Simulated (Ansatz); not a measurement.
```yaml
atoms:
  - { symbol: Ag, position_ang: [-1.5919, -1.2349, -0.2938] }
  - { symbol: Ag, position_ang: [0.5760, 0.3830, 0.1328] }
  - { symbol: H, position_ang: [2.0635, 0.5090, 0.8327] }
  - { symbol: H, position_ang: [-1.0476, 0.3429, -0.6717] }
```

Geometry: PBE0-D4/def2-TZVP; core potentials replace the inner electrons of Ag.

These are results of Ansatz 0.2.0, RKS PBE0-D4/def2-TZVP, not measurements.

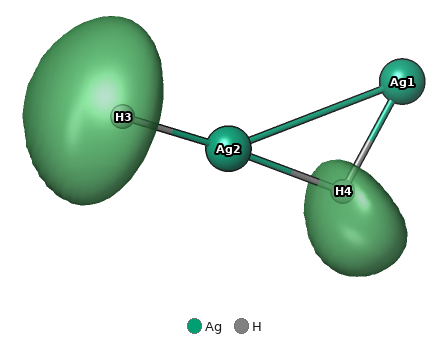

Ag2H2. Isosurface of the ELF at 0.9 (green), seen at a tilt. Only the valence region is drawn (cores and ρ < 0.01 e/Å³ removed).

**Describe the localisation domains.**

The surface consists of two regions around hydrogen nuclei.

Values along the shortest contacts:
Ag–Ag (2.74 Å): the ELF is about 0.15 at the midpoint. Ag–H (1.65 Å): the ELF climbs to about 1 towards the hydrogen.
